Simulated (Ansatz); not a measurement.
# C2H4Cu (charge +1): molecular dynamics

Purpose: to follow the two partners and see whether they stay together, part or react. The start is relaxed first. Runs: 263 steps of 0.25 fs at constant energy, with velocities drawn for 300 K. SMILES of the start: [Cu+].C=C.

Method: RKS PBE0-D4/def2-SVP, in Ansatz 0.2.0.

## (1) The starting structure

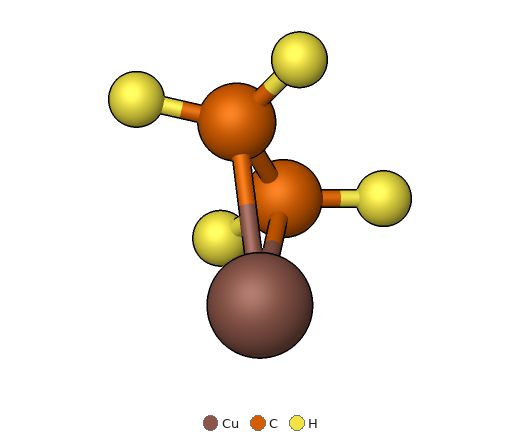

The starting structure, seen from a free direction (copper brown, carbon orange, hydrogen yellow).

Structure file:

```xyz
7

Cu    0.0659    0.1425   -1.7765
C     0.6707    0.0543    0.2197
C    -0.6850   -0.0853    0.1658
H     1.3134   -0.8113    0.3293
H     1.1174    1.0103    0.4686
H    -1.3387    0.7551    0.3662
H    -1.1436   -1.0657    0.2268
```

## (2) Preparing the start

Input file input.yaml:

```yaml
crystal:
  periodic: [false, false, false]
  atoms:
    - { symbol: Cu, position_ang: [0.0659, 0.1425, -1.7765] }
    - { symbol: C, position_ang: [0.6707, 0.0543, 0.2197] }
    - { symbol: C, position_ang: [-0.685, -0.0853, 0.1658] }
    - { symbol: H, position_ang: [1.3134, -0.8113, 0.3293] }
    - { symbol: H, position_ang: [1.1174, 1.0103, 0.4686] }
    - { symbol: H, position_ang: [-1.3387, 0.7551, 0.3662] }
    - { symbol: H, position_ang: [-1.1436, -1.0657, 0.2268] }
total_charge: 1
basis:
  gaussian: { orbitals: def2-SVP }
hamiltonian:
  xc: pbe0
  dispersion: d4
relax:
  f_tol: 0.02
  max_steps: 40
```

Run with:

```console
ansatz run input.yaml --threads 1 --pin off --max-ram 2048MiB --backend cpu --events-out ev --progress --plain --runs-dir out
```

Log, cut to the lines that bear on the results:

```text
Warning: RAYON_NUM_THREADS=1 ignored (pool sized by the plan → 1); use --threads N
[...]
Functional definition: PBE0
[...]
926 factors; integrals over basis functions are off by at most 4.5e-4 eV
[...]
mean field -46755.19652786 eV, -1718.2217805886 hartree, gradient 3.2e-5 eV, S^2 0.000000; 0 other end points of the search recorded, 0 dependent functions left out
[...]
reference -46755.19658365 eV, -1718.2217826388 hartree; 22, 22 occupied and 57, 57 virtual orbitals, 926 factors
relax step   1: F+E_penalty+E_count = -46755.26975063 eV  Δ(F+E_penalty+E_count) = +0.000e0 eV  max|allowed force component| = 5.001e-1 eV/Å  Δτ_max = 0.0000 Å  (27 SCF iters, accepted)
[...]
relax step   5: F+E_penalty+E_count = -46755.31596762 eV  Δ(F+E_penalty+E_count) = -5.119e-4 eV  max|allowed force component| = 2.561e-2 eV/Å  Δτ_max = 0.0023 Å  (25 SCF iters, accepted)
[...]
relax step   6: F+E_penalty+E_count = -46755.31600167 eV  Δ(F+E_penalty+E_count) = -3.405e-5 eV  max|allowed force component| = 4.316e-4 eV/Å  Δτ_max = 0.0015 Å  (21 SCF iters, accepted)
926 factors; integrals over basis functions are off by at most 4.7e-4 eV
[...]
mean field -46755.24265458 eV, -1718.2234757140 hartree, gradient 7.2e-5 eV, S^2 0.000000; 1 other end points of the search recorded, 0 dependent functions left out
[...]
reference -46755.24270732 eV, -1718.2234776524 hartree; 22, 22 occupied and 57, 57 virtual orbitals, 926 factors
Total energy: -46755.31605442 eV, -1718.2261731084 hartree
Atom 0 at     0.060542     0.140233    -1.750947 Å, force    -0.000283    -0.000089     0.000432 eV/Å
Atom 1 at     0.672698     0.052088     0.259938 Å, force     0.000364    -0.000003     0.000025 eV/Å
Atom 2 at    -0.688640    -0.089105     0.201778 Å, force    -0.000211     0.000052    -0.000368 eV/Å
Atom 3 at     1.333084    -0.823630     0.304711 Å, force    -0.000215    -0.000079    -0.000072 eV/Å
Atom 4 at     1.134773     1.030232     0.446264 Å, force    -0.000290     0.000012     0.000120 eV/Å
Atom 5 at    -1.355336     0.771959     0.339893 Å, force     0.000280     0.000173    -0.000126 eV/Å
Atom 6 at    -1.157020    -1.081878     0.198263 Å, force     0.000355    -0.000067    -0.000011 eV/Å
Dipole moment:     0.006821     0.015885    -0.198338 e Å
```

Run time: 51 s. Hardware: 1 thread of Intel Xeon at 2.50GHz (Skylake/Cascade Lake), shared host; peak memory 0.17 GiB.

Relaxation path:

| step | energy from step 1 (eV) | largest force component (eV/Å) |
| --- | --- | --- |
| 1 | 0.0000 | 0.5001 |
| 2 | -0.0323 | 0.2234 |
| 3 | -0.0455 | 0.1104 |
| 4 | -0.0457 | 0.2364 |
| 5 | -0.0462 | 0.0256 |
| 6 | -0.0463 | 0.0004 |

Step 1 is the start.

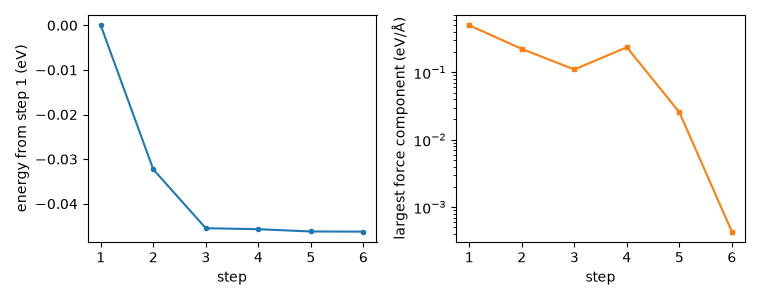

How energy and force went from step to step.

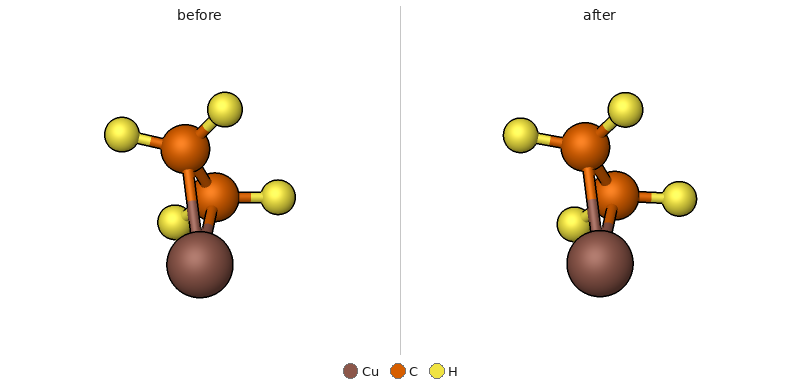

Before and after, at one scale.

After: Bond lengths: Cu1–C2 2.104 Å, Cu1–C3 2.104 Å, C2–C3 1.370 Å, C2–H4 1.098 Å, C2–H5 1.098 Å, C3–H6 1.098 Å, C3–H7 1.098 Å. Angles: Cu1–C2–C3 71.0°, Cu1–C2–H4 104.3°, Cu1–C2–H5 104.3°, C3–C2–H4 121.2°, C3–C2–H5 121.2°, H4–C2–H5 116.8°, C2–Cu1–C3 38.0°, Cu1–C3–C2 71.0°, Cu1–C3–H6 104.3°, Cu1–C3–H7 104.3°, C2–C3–H6 121.2°, C2–C3–H7 121.2°, H6–C3–H7 116.8°.

## (3) The run

263 steps of 0.25 fs at constant energy, with velocities drawn for 300 K, from the relaxed start.

Input file input.yaml:

```yaml
crystal:
  periodic: [false, false, false]
  atoms:
    - { symbol: Cu, position_ang: [0.060542, 0.140233, -1.750947] }
    - { symbol: C, position_ang: [0.672698, 0.052088, 0.259938] }
    - { symbol: C, position_ang: [-0.68864, -0.089105, 0.201778] }
    - { symbol: H, position_ang: [1.333084, -0.82363, 0.304711] }
    - { symbol: H, position_ang: [1.134773, 1.030232, 0.446264] }
    - { symbol: H, position_ang: [-1.355336, 0.771959, 0.339893] }
    - { symbol: H, position_ang: [-1.15702, -1.081878, 0.198263] }
total_charge: 1
basis:
  gaussian: { orbitals: def2-SVP }
hamiltonian:
  xc: pbe0
  dispersion: d4
md:
  timestep: 0.25
  n_steps: 263
  ensemble: nve
  temperature: 300.0
  initial_velocities: maxwell_boltzmann
  seed: 674030
```

Run with:

```console
ansatz run input.yaml --threads 1 --pin off --max-ram 2048MiB --backend cpu --events-out ev --progress --plain --runs-dir out
```

Log, cut to the lines that bear on the results:

```text
Warning: RAYON_NUM_THREADS=1 ignored (pool sized by the plan → 1); use --threads N
[...]
[... 1 set-up line as earlier in the session ...]
[...]
930 factors; integrals over basis functions are off by at most 4.6e-4 eV
[...]
mean field -46755.24265542 eV, -1718.2234757449 hartree, gradient 7.1e-6 eV, S^2 0.000000; 0 other end points of the search recorded, 0 dependent functions left out
[...]
reference -46755.24270817 eV, -1718.2234776833 hartree; 22, 22 occupied and 57, 57 virtual orbitals, 930 factors
md step     0: t =     0.00 fs  T =   300.0 K  F+E_penalty+E_count = -46755.31600252 eV  E_kin = 0.193890 eV  conserved = -46755.12211252 eV  (28 SCF iters)
[...]
md step    20: t =     5.00 fs  T =   217.2 K  F+E_penalty+E_count = -46755.26242453 eV  E_kin = 0.140356 eV  conserved = -46755.12206832 eV  (26 SCF iters)
[...]
md step    40: t =    10.00 fs  T =   187.0 K  F+E_penalty+E_count = -46755.24288614 eV  E_kin = 0.120870 eV  conserved = -46755.12201573 eV  (26 SCF iters)
[...]
md step    60: t =    15.00 fs  T =   229.2 K  F+E_penalty+E_count = -46755.27021464 eV  E_kin = 0.148132 eV  conserved = -46755.12208218 eV  (26 SCF iters)
[...]
md step    78: t =    19.50 fs  T =   119.2 K  F+E_penalty+E_count = -46755.19881183 eV  E_kin = 0.077012 eV  conserved = -46755.12180022 eV  (26 SCF iters)
md step    79: t =    19.75 fs  T =   135.9 K  F+E_penalty+E_count = -46755.20968525 eV  E_kin = 0.087821 eV  conserved = -46755.12186376 eV  (25 SCF iters)
```

## (4) The output, continued: dynamics from the start

Output, continued, cut to the lines that bear on the results:

```text
md step    80: t =    20.00 fs  T =   151.4 K  F+E_penalty+E_count = -46755.21979498 eV  E_kin = 0.097868 eV  conserved = -46755.12192691 eV  (25 SCF iters)
[...]
md step   105: t =    26.25 fs  T =   170.4 K  F+E_penalty+E_count = -46755.23212663 eV  E_kin = 0.110116 eV  conserved = -46755.12201068 eV  (25 SCF iters)
[...]
md step   130: t =    32.50 fs  T =   199.9 K  F+E_penalty+E_count = -46755.25106282 eV  E_kin = 0.129182 eV  conserved = -46755.12188045 eV  (25 SCF iters)
[...]
md step   155: t =    38.75 fs  T =   100.4 K  F+E_penalty+E_count = -46755.18654942 eV  E_kin = 0.064904 eV  conserved = -46755.12164511 eV  (26 SCF iters)
[...]
md step   180: t =    45.00 fs  T =   156.5 K  F+E_penalty+E_count = -46755.22288211 eV  E_kin = 0.101141 eV  conserved = -46755.12174065 eV  (25 SCF iters)
md step   181: t =    45.25 fs  T =   171.6 K  F+E_penalty+E_count = -46755.23269259 eV  E_kin = 0.110889 eV  conserved = -46755.12180345 eV  (28 SCF iters)
```

## (5) More of the same log: dynamics from the start

Output, continued, cut to the lines that bear on the results:

```text
md step   182: t =    45.50 fs  T =   187.4 K  F+E_penalty+E_count = -46755.24296114 eV  E_kin = 0.121095 eV  conserved = -46755.12186632 eV  (25 SCF iters)
[...]
md step   202: t =    50.50 fs  T =   143.8 K  F+E_penalty+E_count = -46755.21466928 eV  E_kin = 0.092910 eV  conserved = -46755.12175884 eV  (26 SCF iters)
[...]
md step   222: t =    55.50 fs  T =    93.0 K  F+E_penalty+E_count = -46755.18185075 eV  E_kin = 0.060094 eV  conserved = -46755.12175725 eV  (26 SCF iters)
[...]
md step   242: t =    60.50 fs  T =    90.5 K  F+E_penalty+E_count = -46755.18024011 eV  E_kin = 0.058503 eV  conserved = -46755.12173686 eV  (25 SCF iters)
[...]
md step   262: t =    65.50 fs  T =   138.2 K  F+E_penalty+E_count = -46755.21107427 eV  E_kin = 0.089325 eV  conserved = -46755.12174940 eV  (25 SCF iters)
[...]
md step   263: t =    65.75 fs  T =   141.9 K  F+E_penalty+E_count = -46755.21349775 eV  E_kin = 0.091727 eV  conserved = -46755.12177046 eV  (29 SCF iters)
Total energy: -46755.21354930 eV, -1718.2224061148 hartree
Atom 0 at     0.060326     0.144608    -1.749202 Å, force     0.030316    -0.189196    -0.059340 eV/Å
Atom 1 at     0.683028     0.038997     0.257541 Å, force    -1.475964    -1.105578    -0.087155 eV/Å
Atom 2 at    -0.695623    -0.094045     0.201378 Å, force     1.773357    -0.632558    -0.117396 eV/Å
Atom 3 at     1.327722    -0.834271     0.451455 Å, force    -0.095655     0.220290    -0.111663 eV/Å
Atom 4 at     1.113629     1.010249     0.269207 Å, force     0.728032     1.203993     0.200646 eV/Å
Atom 5 at    -1.371915     0.728422     0.165892 Å, force    -0.637605     1.111908     0.122650 eV/Å
Atom 6 at    -1.140181    -1.068653     0.325925 Å, force    -0.322480    -0.608859     0.052259 eV/Å
Dipole moment:     0.001209     0.026599    -0.199246 e Å
```

It took 31 min on 1 thread of Intel Xeon at 2.50GHz (Skylake/Cascade Lake), shared host; peak memory 0.17 GiB.

## (6) The trajectory

One step in 14; energies are changes from step 0:

| time (fs) | T (K) | potential energy change (meV/atom) | total energy change (meV/atom) |
| --- | --- | --- | --- |
| 0.0 | 300 | 0.0 | 0.00 |
| 3.5 | 164 | 12.6 | 0.05 |
| 7.0 | 67 | 21.5 | 0.07 |
| 10.5 | 203 | 8.9 | 0.01 |
| 14.0 | 161 | 12.9 | 0.04 |
| 17.5 | 90 | 19.5 | 0.07 |
| 21.0 | 174 | 11.6 | 0.01 |
| 24.5 | 93 | 19.1 | 0.04 |
| 28.0 | 84 | 20.0 | 0.07 |
| 31.5 | 240 | 5.5 | 0.01 |
| 35.0 | 183 | 10.8 | 0.04 |
| 38.5 | 107 | 17.9 | 0.06 |
| 42.0 | 211 | 8.2 | 0.02 |
| 45.5 | 187 | 10.4 | 0.04 |
| 49.0 | 139 | 14.9 | 0.06 |
| 52.5 | 181 | 11.0 | 0.02 |
| 56.0 | 110 | 17.6 | 0.04 |
| 59.5 | 83 | 20.1 | 0.05 |
| 63.0 | 169 | 12.2 | 0.03 |
| 65.8 | 142 | 14.6 | 0.05 |

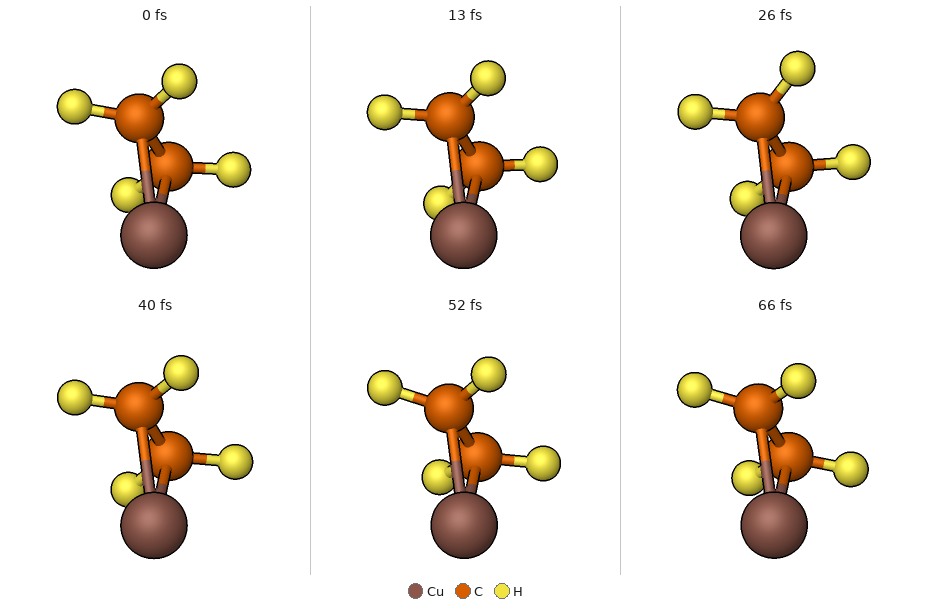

Six frames of the run, seen from a free direction. Sticks join atoms within a bonding distance in each frame.

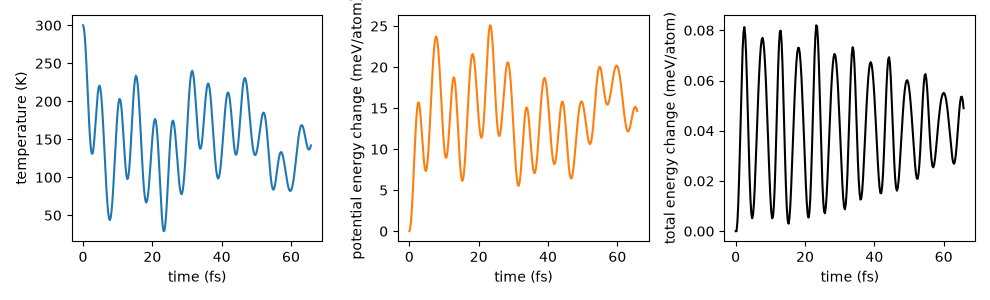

Time series of the run, each on its own scale.

## (7) Frames from the trajectory

Positions (Å) and forces (eV/Å):

```xyz
7
time_fs=8.2 T=56 dE=0.1580
Cu    0.060    0.137   -1.753   -0.019    0.113    0.012
C     0.672    0.043    0.282    0.332    2.398   -0.304
C    -0.687   -0.077    0.208   -0.896    0.215   -0.184
H     1.376   -0.774    0.172    0.180   -0.517    0.197
H     1.115    1.087    0.459   -0.419   -1.481    0.088
H    -1.382    0.808    0.420    0.863   -1.201   -0.256
H    -1.135   -1.080    0.021   -0.042    0.472    0.446
7
time_fs=16.5 T=171 dE=0.0838
Cu    0.060    0.136   -1.754    0.006    0.188    0.042
C     0.671    0.065    0.276    0.637    0.965    0.382
C    -0.680   -0.082    0.199   -1.202    0.731    0.330
H     1.336   -0.789    0.168    0.258   -0.348    0.037
H     1.155    1.023    0.642   -0.583   -0.920   -0.507
H    -1.367    0.757    0.496    0.581   -0.544   -0.330
H    -1.198   -1.041    0.043    0.303   -0.071    0.045
7
time_fs=24.8 T=116 dE=0.1194
Cu    0.059    0.136   -1.756    0.029    0.191    0.133
C     0.680    0.076    0.270   -1.000   -1.682    0.004
C    -0.691   -0.079    0.196    1.566   -0.073    0.043
H     1.307   -0.832    0.214    0.058    0.236   -0.060
H     1.127    0.944    0.711    0.424    1.006   -0.061
H    -1.321    0.731    0.492   -0.812    0.808    0.135
H    -1.135   -1.062    0.098   -0.265   -0.486   -0.194
7
time_fs=33.0 T=166 dE=0.0867
Cu    0.059    0.138   -1.755    0.017    0.097    0.079
C     0.671    0.056    0.282    0.022   -1.493   -0.441
C    -0.684   -0.070    0.204    0.733   -1.428   -0.397
H     1.355   -0.827    0.233   -0.476    0.453    0.077
H     1.111    0.978    0.547    0.747    1.420    0.371
H    -1.361    0.723    0.409   -0.744    1.016    0.240
H    -1.093   -1.079    0.087   -0.299   -0.064    0.072
7
time_fs=41.0 T=189 dE=0.0723
Cu    0.059    0.140   -1.754    0.008   -0.010    0.075
C     0.676    0.047    0.292    0.434    0.414   -0.655
C    -0.682   -0.087    0.205   -1.089   -0.232   -0.214
H     1.357   -0.827    0.289   -0.256    0.250    0.162
H     1.147    1.056    0.364   -0.228   -0.557    0.350
H    -1.394    0.774    0.316    0.657   -0.484   -0.021
H    -1.182   -1.089    0.130    0.473    0.620    0.302
7
time_fs=49.2 T=133 dE=0.1084
Cu    0.059    0.143   -1.753    0.020   -0.118    0.063
C     0.678    0.046    0.271    0.055    1.382    0.027
C    -0.688   -0.109    0.195   -0.379    1.293    0.198
H     1.319   -0.813    0.428    0.399   -0.389    0.000
H     1.172    1.080    0.370   -0.750   -1.383   -0.110
H    -1.316    0.840    0.240    0.408   -1.186   -0.034
H    -1.196   -1.089    0.312    0.247    0.402   -0.144
7
time_fs=57.5 T=131 dE=0.1096
Cu    0.059    0.145   -1.751    0.064   -0.182   -0.062
C     0.669    0.033    0.251    0.283    1.508    0.501
C    -0.678   -0.102    0.193   -0.303    0.718    0.099
H     1.308   -0.788    0.510    0.554   -0.831   -0.052
H     1.115    1.042    0.390   -0.085   -0.350   -0.353
H    -1.339    0.774    0.181   -0.030    0.082    0.049
H    -1.141   -1.042    0.415   -0.483   -0.945   -0.182
7
time_fs=65.8 T=142 dE=0.1025
Cu    0.060    0.145   -1.749    0.030   -0.189   -0.059
C     0.683    0.039    0.258   -1.476   -1.106   -0.087
C    -0.696   -0.094    0.201    1.773   -0.633   -0.117
H     1.328   -0.834    0.452   -0.096    0.220   -0.112
H     1.114    1.010    0.269    0.728    1.204    0.201
H    -1.372    0.728    0.166   -0.638    1.112    0.123
H    -1.140   -1.069    0.326   -0.323   -0.609    0.052
```

## (8) What came out

| quantity | value |
| --- | --- |
| relaxation of the start | 5 moves, 0.046 eV lower |
| length | 263 steps of 0.25 fs |
| temperature, first and last step | 300 and 142 K |
| temperature, second half | mean 150 K, from 82 to 231 K |
| potential energy, second half | +14 meV/atom from the start |
| largest change of the total energy | 0.08 meV/atom |
| bonds formed or broken | 0 |

In words: The temperature starts at 300 K and averages 150 K in the second half, where it ranges from 82 to 231 K. About half is expected from a start at a minimum: kinetic energy passes into potential energy until both shares match. The total energy strays from its start by at most 0.08 meV/atom, 0.6 % of the mean kinetic energy, which is good for a step of 0.25 fs. The bonding pattern survives the run. 66 fs on 7 atoms is far too short and small for converged averages. The nuclei move classically, without zero-point motion, which matters most for hydrogen.
